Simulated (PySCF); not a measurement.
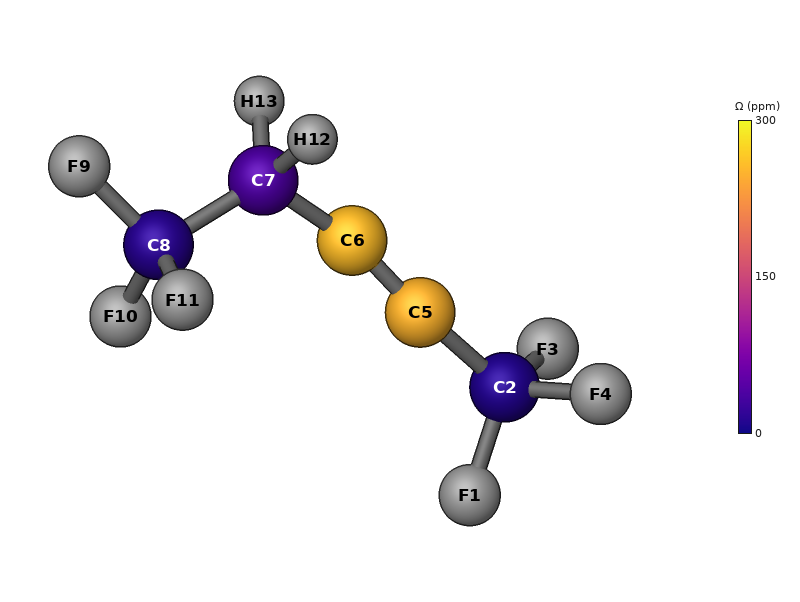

The C atoms are coloured by the span of their shielding tensor. Geometry: a frame of a GFN2-xTB molecular-dynamics simulation, not a minimum. Method: GIAO PBE0/pcSseg-1 NMR shielding, non-relativistic, gas phase (PySCF 2.14.0). Principal shieldings σ11 ≤ σ22 ≤ σ33, span Ω = σ33 − σ11, skew κ = 3(σiso − σ22)/Ω.

Give the shielding tensors of the C atoms.

```
atom    σ11    σ22    σ33   σiso      Ω      κ
  C2   51.3   58.6   62.7   57.5   11.4  −0.29
  C5   13.1   30.1  263.3  102.1  250.2   0.86
  C6    2.7   21.4  260.3   94.8  257.6   0.85
  C7  141.5  154.3  180.4  158.7   38.9   0.34
  C8   50.1   60.1   64.5   58.2   14.4  −0.39
```

Shieldings and span in ppm.
